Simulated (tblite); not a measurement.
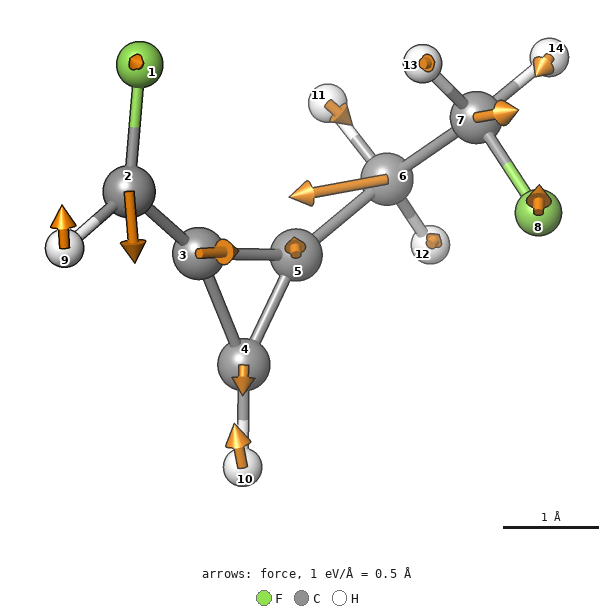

Starting geometry of C$_{6}$H$_{6}$F$_{2}$ with the computed forces as orange arrows. The picture is a ball-and-stick view, seen at a tilt.

These are results of GFN2-xTB geometry optimisation, gas phase in tblite 0.8.0, not measurements. 

### What follows when this structure is relaxed?

It isn't relaxed: the largest force vector, on C6, is 2.26 eV/Å. The final displacements have little in common with the starting forces (cosine between the two patterns 0.24). The atom that moves furthest after the best rigid fit is H10 (0.28 Å). Largest moves by element: H 0.28 Å, F 0.25 Å, C 0.15 Å. Among the contacts that change: C5–C6 1.512 → 1.466 Å, C6–C7 1.494 → 1.530 Å, C4–H10 1.093 → 1.062 Å, C7–F8 1.402 → 1.373 Å. Bond angles that change, for instance: C3–C2–H9 116.7° → 127.7°, F1–C2–H9 121.9° → 112.2°, H11–C6–H12 115.6° → 109.2°. After 87 geometry steps the energy has fallen by 0.294 eV.
